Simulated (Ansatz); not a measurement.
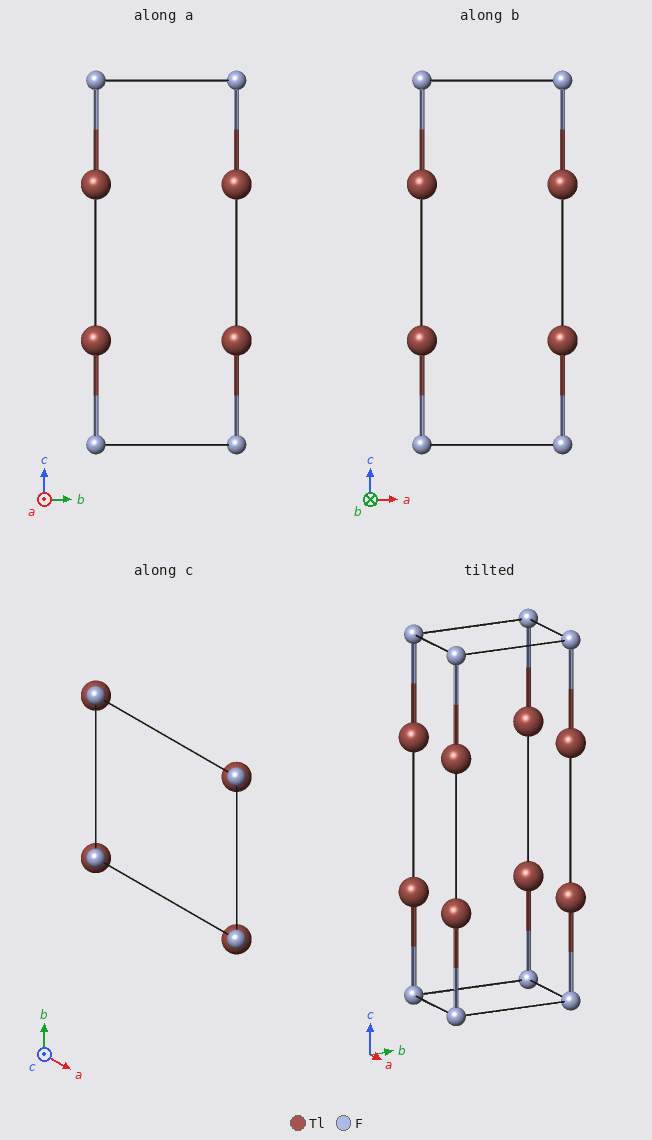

Ball-and-stick representation of a periodic structure, projected along the a axis, along the b axis, along the c axis and slightly off an axis. The wireframe shows the conventional unit cell.

Lattice parameters: a = 3.5795 Å, b = 3.5795 Å, c = 8.0268 Å, α = 90.000°, β = 90.000°, γ = 120.000°.

Reconstruct the structure as a CIF in P1 with every atom of the cell, with free fractional coordinates to two decimals.

Answer.
```cif
data_structure
_symmetry_space_group_name_H-M 'P 1'
_symmetry_Int_Tables_number 1
_cell_length_a 3.5795
_cell_length_b 3.5795
_cell_length_c 8.0268
_cell_angle_alpha 90.000
_cell_angle_beta 90.000
_cell_angle_gamma 120.000
_cell_volume 89.07
loop_
_atom_site_label
_atom_site_type_symbol
_atom_site_fract_x
_atom_site_fract_y
_atom_site_fract_z
_atom_site_occupancy
Tl1 Tl 0.00 0.00 0.29 1
Tl2 Tl 0.00 0.00 0.71 1
F1 F 0.00 0.00 0.00 1
```

Provenance: a random cell made by a generator, so it need not be a real form of the compound. The final geometry of a relaxation with Ansatz, DFT PBE, scalar-relativistic, plane waves, PAW is shown.
